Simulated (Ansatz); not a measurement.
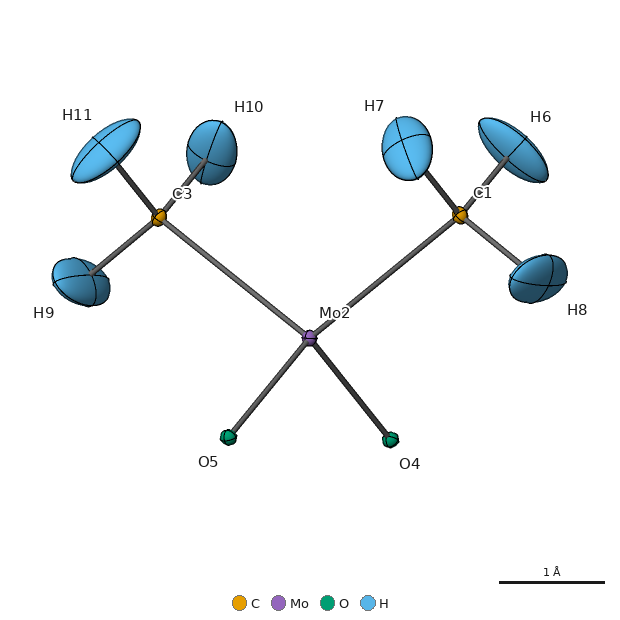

Displacement ellipsoids at the 50 % level, from the internal vibrations of the free molecule (harmonic, no overall translation or rotation; no half-axis is drawn under 0.075 Å). Charge 0, singlet. Vibrations computed with RKS PBE0-D4/def2-TZVP, core potentials on Mo (Ansatz 0.2.0). Temperature: 0 K (zero-point motion alone).

### Which atom moves most?

H8, H9, with U_eq = 0.0389 Å².

### Does H8 move more along its bond or across it?

Across it: the root-mean-square amplitude is 0.089 Å along the bond and up to 0.286 Å across, since bending and torsion are softer than stretching.

List U_eq and the three principal root-mean-square amplitudes for each kind of atom.

| atom | U_eq (Å²) | rms amplitudes (Å) |
| --- | --- | --- |
| C1, C3 | 0.0026 | 0.046, 0.049, 0.056 |
| Mo2 | 0.00020 | 0.014, 0.014, 0.014 |
| O4, O5 | 0.0020 | 0.033, 0.046, 0.054 |
| H6, H7, H10, H11 | 0.0361 | 0.086, 0.160, 0.274 |
| H8, H9 | 0.0389 | 0.088, 0.166, 0.286 |
